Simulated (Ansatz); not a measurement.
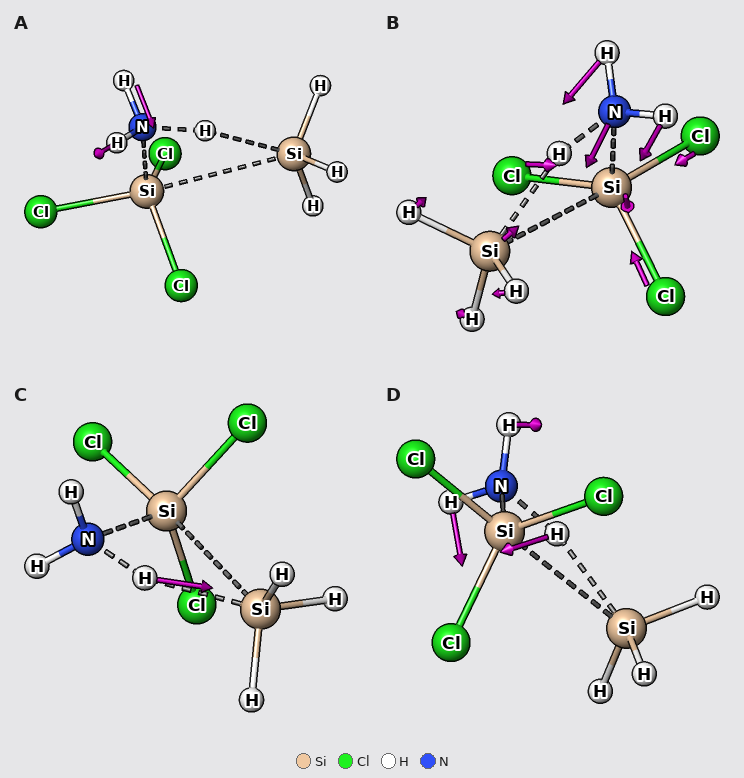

4 normal modes of one molecule or complex, as arrows. Broken sticks mark bonds that form or break. Harmonic vibrations computed with RKS PBE0-D4/def2-TZVP (Ansatz 0.2.0) at a stationary point of the same level. It is a saddle point of order 1.

Match the panels to the wavenumbers 1244i cm⁻¹, 428 cm⁻¹, 1496 cm⁻¹, 3569 cm⁻¹.

Answer. A: 3569 cm⁻¹
B: 428 cm⁻¹
C: 1244i cm⁻¹
D: 1496 cm⁻¹
